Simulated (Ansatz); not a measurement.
C (diamond)

```yaml
crystal:
  lattice:
    - [0.00000, 3.57162, 3.57162]
    - [1.78581, 0.00000, 1.78581]
    - [1.78581, 1.78581, 0.00000]
  atoms:
    - { symbol: C, position: [0.25000, 0.50000, 0.50000] }
    - { symbol: C, position: [0.75000, 0.50000, 0.50000] }
    - { symbol: C, position: [0.37500, 0.75000, 0.75000] }
    - { symbol: C, position: [0.87500, 0.75000, 0.75000] }
```

The atoms are displaced by Q × the pattern below (from a DFPT mode at L = (0.5, 0.0, 0.0), largest move 1; Q in Å), at fixed cell. It is one choice among 2 degenerate patterns. (q is in reciprocal vectors of the primitive cell; the cell shown is doubled to hold the pattern.)

```
atom       x       y       z
----  ------  ------  ------
C1    -0.285   0.520  -0.805
C2     0.285  -0.520   0.805
C3    -0.285   0.520  -0.805
C4     0.285  -0.520   0.805
```

The numbers are results of PBE (plane waves to 420 eV, PAW, scalar-relativistic; Ansatz, an electronic-structure program), not measurements. k mesh 8×16×16 (Γ-centred), Fermi-Dirac smearing 0.05 eV. E stands for the smeared free energy. C was relaxed with its symmetry unable to fall. The PAW data are Ansatz's earlier set. ΔE is measured from the undisplaced structure.

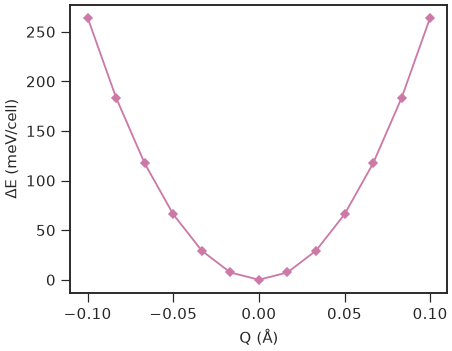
*ΔE (meV/cell) against Q (Å); computed points joined by lines.*

**Question.** What is the energy change at Q = 0.100 Å?

**Answer.** About 260 meV/cell.

**Question.** What harmonic wavenumber does the curvature at Q = 0 give?

**Answer.** About 550 cm⁻¹.

(For displaced atoms, the force is minus the slope of the energy, and its curvature is a force constant, which sets phonon frequencies.)
